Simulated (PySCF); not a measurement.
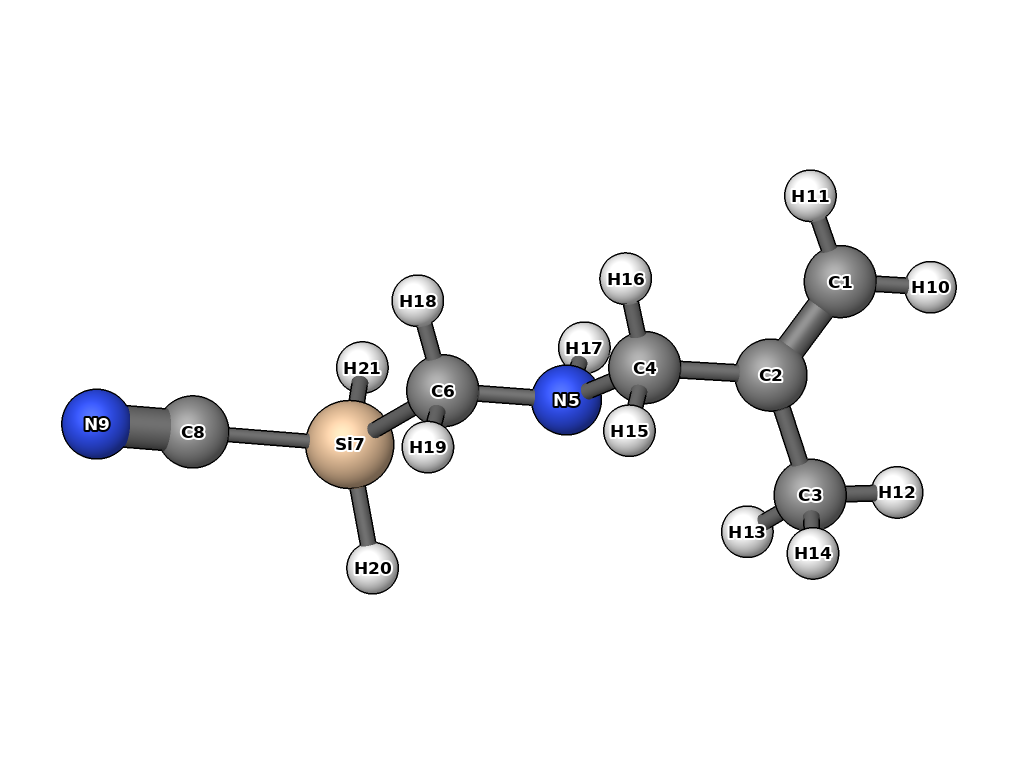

The thickness of each stick grows with its Mayer bond order. The geometry was computed by an optimisation with GFN2-xTB. No frequency run is at hand to confirm it as a minimum. Level of theory: PBE0/pcSseg-1 (PySCF 2.14.0).

**Which bond between heavy atoms has the highest Mayer bond order?**

C8–N9, 2.94, at a length of 1.146 Å.

**Which bond between heavy atoms has the lowest Mayer bond order?**

Si7–C8, 0.82, at 1.869 Å.

List the Mayer bond orders of C1–C2, C2–C3, C2–C4, C4–N5, N5–C6, C6–Si7, Si7–C8, C8–N9 (bonds between heavy atoms, one of each equivalent set).

| bond | Mayer order | length (Å) |
| --- | --- | --- |
| C1–C2 | 1.98 | 1.323 |
| C2–C3 | 1.04 | 1.496 |
| C2–C4 | 1.04 | 1.504 |
| C4–N5 | 0.95 | 1.458 |
| N5–C6 | 0.96 | 1.451 |
| C6–Si7 | 0.92 | 1.905 |
| Si7–C8 | 0.82 | 1.869 |
| C8–N9 | 2.94 | 1.146 |

The geometry is semi-empirical. Around Si such bond lengths and angles can be off by a tenth of an ångström or more and by several degrees, and values that hang on the shape move with them.
